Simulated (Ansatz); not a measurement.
## GaH$_{4}$ClO$_{3}$: geometry relaxation (part 2 of 2)

GaH$_{4}$ClO$_{3}$; RKS PBE-D4/def2-SVP (Ansatz 0.2.0). The input holds or restrains some coordinates. It belongs to a series of runs on one base structure; here: pulled along the bonds that form and break, towards end B.

Geometry of the input (Å):
```
Ga 0.0000  0.0000  0.0000
Cl 0.0000  0.0000  2.5900
O  1.5501  0.0000  -0.8950
H  1.8500  -0.9519  -1.0499
O  -1.5501  0.0000  -0.8950
H  -2.0598  -0.8467  -0.6865
O  0.0937  1.9812  0.6590
H  0.4923  2.0094  1.5866
H  0.0669  1.4151  1.8346
```

## Trajectory as extended XYZ, continued
```
9
Properties=species:S:1:pos:R:3:forces:R:3 step=3 energy=-71073.03812
Ga    0.0077    0.1984   -0.2457   -0.0147   2.3654   1.0549
Cl    0.0025    0.0317    2.9081    0.0316   0.6298  -0.5179
O     1.6016   -0.0218   -0.9168    1.2257  -0.8432  -0.2293
H     1.8509   -0.9518   -1.0535    0.1370  -0.1092  -0.2273
O    -1.5965   -0.0179   -0.9149   -0.9862  -0.6270  -0.1625
H    -2.0576   -0.8441   -0.6860   -0.0530  -0.0194  -0.0857
O     0.1273    1.9785    0.4285    0.7035  -0.4087   3.5996
H     0.4892    2.0332    1.4703   -0.3726   0.6222  -4.1966
H     0.0180    1.2010    2.1538   -0.6713  -1.6100   0.7649
9
Properties=species:S:1:pos:R:3:forces:R:3 step=4 energy=-71073.76989
Ga    0.0148    0.3453   -0.3376   -0.0086   0.5876   0.1314
Cl   -0.0007    0.0010    3.0394    0.0341   0.3433  -0.3022
O     1.6490   -0.0424   -0.9171    0.3973  -0.3969   0.0449
H     1.8544   -0.9792   -1.0665   -0.0450  -0.1808  -0.1722
O    -1.6267   -0.0257   -0.9214   -0.2534  -0.1515  -0.0458
H    -2.0586   -0.8623   -0.6817    0.1396  -0.1023   0.0034
O     0.1479    2.0060    0.3811   -0.2114   0.2609   1.1157
H     0.4735    2.0391    1.3165    0.2924   0.3641  -1.1758
H    -0.0106    1.1253    2.3311   -0.3451  -0.7244   0.4007
9
Properties=species:S:1:pos:R:3:forces:R:3 step=5 energy=-71074.05659
Ga    0.0112    0.4329   -0.3531    0.4404  -0.2577  -0.2204
Cl    0.0136   -0.0685    3.0535   -0.0578   0.7239  -0.5552
O     1.6758   -0.0744   -0.8755   -0.3104  -0.2279   0.2216
H     1.8140   -1.0192   -1.0896   -0.2205   0.1871  -0.0213
O    -1.6319   -0.0369   -0.9074    0.0399   0.0815   0.0024
H    -2.0114   -0.8997   -0.6685    0.2305  -0.0675   0.0228
O     0.0773    2.0713    0.3989   -0.0096   0.2504   1.2383
H     0.6199    2.1310    1.2266    0.0517   0.1005  -1.0640
H    -0.1253    1.0707    2.3588   -0.1642  -0.7904   0.3758
9
Properties=species:S:1:pos:R:3:forces:R:3 step=6 energy=-71074.25599
Ga    0.0246    0.4565   -0.3475   -0.1529  -0.0735  -0.0245
Cl    0.0308   -0.1029    3.0513   -0.1959   0.8810  -0.6259
O     1.6575   -0.0830   -0.8291    0.2530  -0.1750   0.0775
H     1.7478   -1.0131   -1.1040   -0.1279   0.0121  -0.0520
O    -1.6075   -0.0336   -0.9002   -0.1047  -0.0106  -0.0261
H    -1.9477   -0.9160   -0.6713    0.2050  -0.0267  -0.0007
O     0.0059    2.0736    0.4524    0.7553   0.2399   1.5601
H     0.7635    2.1815    1.1049   -0.6973  -0.0355  -1.2159
H    -0.2318    1.0441    2.3872    0.0653  -0.8117   0.3076
9
Properties=species:S:1:pos:R:3:forces:R:3 step=7 energy=-71074.36037
Ga    0.0751    0.4958   -0.3706   -0.1545  -0.2296   0.1203
Cl   -0.1582   -0.0943    3.0140   -0.1692   0.7950  -0.4760
O     1.6709   -0.0788   -0.9507    0.1328  -0.0744   0.0860
H     1.7087   -1.0051   -1.2506   -0.1297   0.0295  -0.0443
O    -1.6003   -0.0467   -0.7221   -0.0450  -0.0600  -0.0134
H    -1.7992   -0.9903   -0.5761    0.1803   0.0705  -0.0770
O     0.0816    2.0687    0.5087    0.4482   0.2272   0.9993
H     0.8901    2.1757    1.0740   -0.4255  -0.0255  -0.7385
H    -0.4256    1.0820    2.4172    0.1624  -0.7327   0.1435
9
Properties=species:S:1:pos:R:3:forces:R:3 step=8 energy=-71074.46063
Ga    0.0283    0.5178   -0.3052   -0.0294  -0.2291  -0.0637
Cl   -0.1509   -0.1042    3.0724   -0.1580   0.7429  -0.5340
O     1.6217   -0.1028   -0.8492    0.1328  -0.1341   0.0347
H     1.6045   -0.9914   -1.2519   -0.0801   0.0884   0.0220
O    -1.6174   -0.0675   -0.7118   -0.0821  -0.1871   0.0523
H    -1.7024   -1.0420   -0.7429    0.1077   0.2306  -0.0456
O     0.0799    2.1036    0.5471    0.2896   0.1056   0.7511
H     0.9651    2.2433    0.9604   -0.3644  -0.0126  -0.4166
H    -0.3858    1.0502    2.4251    0.1840  -0.6047   0.1998
9
Properties=species:S:1:pos:R:3:forces:R:3 step=9 energy=-71074.51637
Ga    0.0236    0.5351   -0.2900   -0.0658  -0.2752   0.0333
Cl   -0.2091   -0.1826    3.0635   -0.0553   0.7968  -0.5042
O     1.6204   -0.1297   -0.7801    0.0298  -0.0538  -0.0081
H     1.5584   -0.9959   -1.2244   -0.0168   0.0499   0.0151
O    -1.6262   -0.0674   -0.6483   -0.0127  -0.1148  -0.0249
H    -1.6498   -1.0283   -0.8212    0.0255   0.1210  -0.0187
O     0.0549    2.1064    0.5859    0.1266   0.0987   0.4514
H     0.9797    2.3528    0.7937   -0.1327   0.0139  -0.1106
H    -0.3088    1.0167    2.4647    0.1014  -0.6366   0.1666
9
Properties=species:S:1:pos:R:3:forces:R:3 step=10 energy=-71074.52903
Ga    0.0121    0.5262   -0.2517   -0.0059  -0.2620   0.0042
Cl   -0.2052   -0.2039    3.0979   -0.0518   0.7763  -0.5023
O     1.6084   -0.1422   -0.7475   -0.0124  -0.0032  -0.0053
H     1.5334   -0.9990   -1.2058    0.0050   0.0017  -0.0002
O    -1.6323   -0.0837   -0.6171   -0.0136  -0.0070  -0.0107
H    -1.6279   -1.0038   -0.9376    0.0054   0.0078  -0.0046
O     0.0608    2.0933    0.6296   -0.0567   0.0729   0.3095
H     0.9793    2.4209    0.6682    0.0042   0.0092   0.0408
H    -0.2854    0.9993    2.5078    0.1258  -0.5957   0.1686
9
Properties=species:S:1:pos:R:3:forces:R:3 step=11 energy=-71074.51836 accepted=F
Ga   -0.0083    0.5046   -0.2567   -0.0391  -0.2297   0.0265
Cl   -0.1910   -0.1711    3.1071    0.0335   0.9310  -0.4624
O     1.5978   -0.1573   -0.7285   -0.0085  -0.0395  -0.0158
H     1.5306   -1.0022   -1.2109    0.0095   0.0281   0.0176
O    -1.6435   -0.0922   -0.6855    0.0075  -0.1507  -0.0465
H    -1.6293   -1.0090   -1.0241    0.0010   0.1440   0.0470
O     0.0200    2.0678    0.6327    0.2708   0.2232   0.3966
H     0.9445    2.3888    0.7110   -0.2504  -0.0733  -0.0522
H    -0.1777    1.0777    2.5988   -0.0244  -0.8332   0.0894
9
Properties=species:S:1:pos:R:3:forces:R:3 step=12 energy=-71074.52995
Ga    0.0018    0.5171   -0.2510   -0.0316  -0.2531  -0.0080
Cl   -0.2068   -0.1911    3.1040    0.0049   0.8302  -0.4951
O     1.6024   -0.1485   -0.7363   -0.0058  -0.0103  -0.0002
H     1.5317   -1.0000   -1.2054    0.0039   0.0061   0.0054
O    -1.6379   -0.0874   -0.6492    0.0039  -0.0331  -0.0087
H    -1.6278   -1.0067   -0.9738    0.0028   0.0344   0.0062
O     0.0409    2.0863    0.6274    0.0491   0.1115   0.3666
H     0.9617    2.4086    0.6898   -0.0635  -0.0111  -0.0026
H    -0.2229    1.0288    2.5384    0.0362  -0.6746   0.1365
```

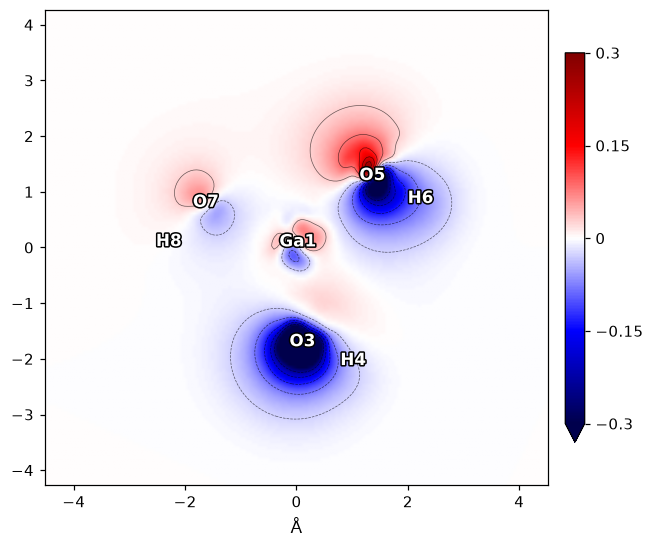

Figure 1. The HOMO on the plane of atoms O5, Ga1 and O7 (values in Å⁻³ᐟ²; the overall sign is arbitrary). Its energy is −6.96 eV.

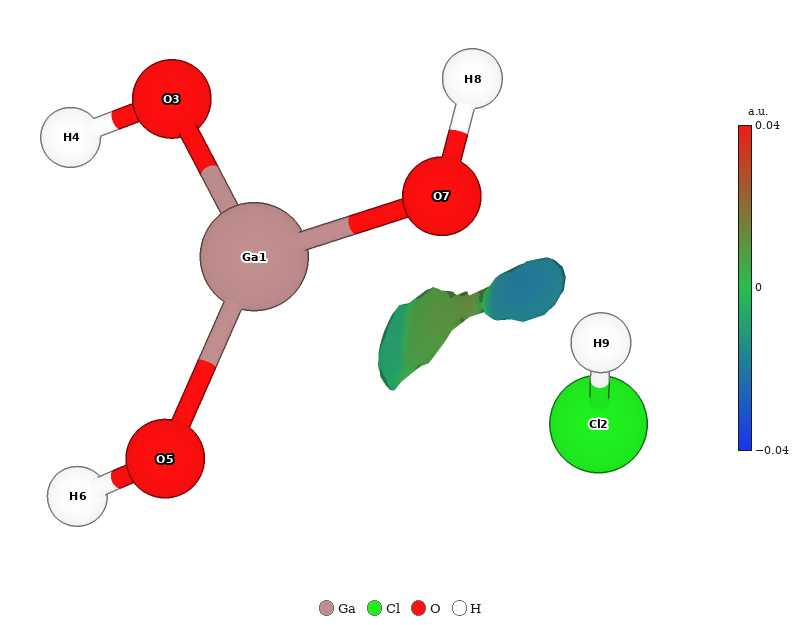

Figure 2. Non-covalent interaction (NCI) plot: the surface where the reduced density gradient is 0.4, for densities under 0.05 a.u., coloured by sign(λ₂)ρ; seen face on.

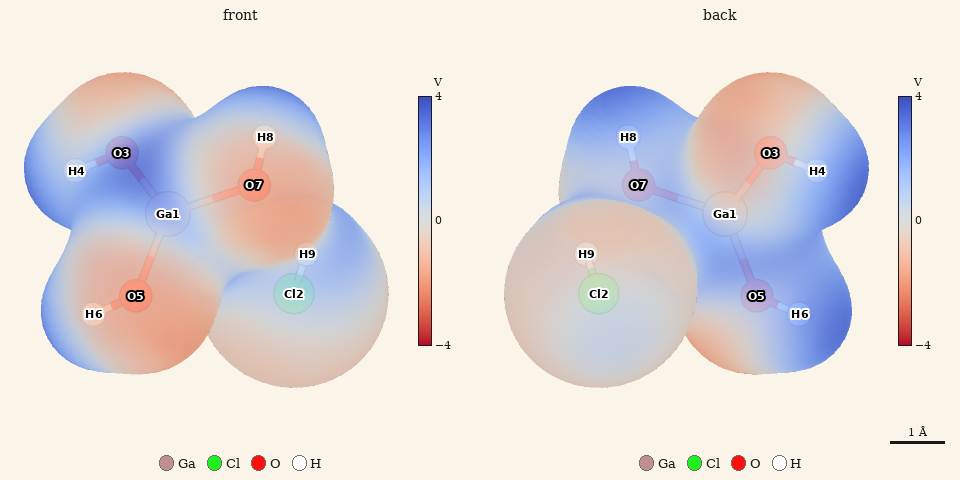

Figure 3. The electrostatic potential painted on the density surface at 0.004 e/bohr³, seen face on and from behind; the colour scale runs from red (negative) to blue (positive).
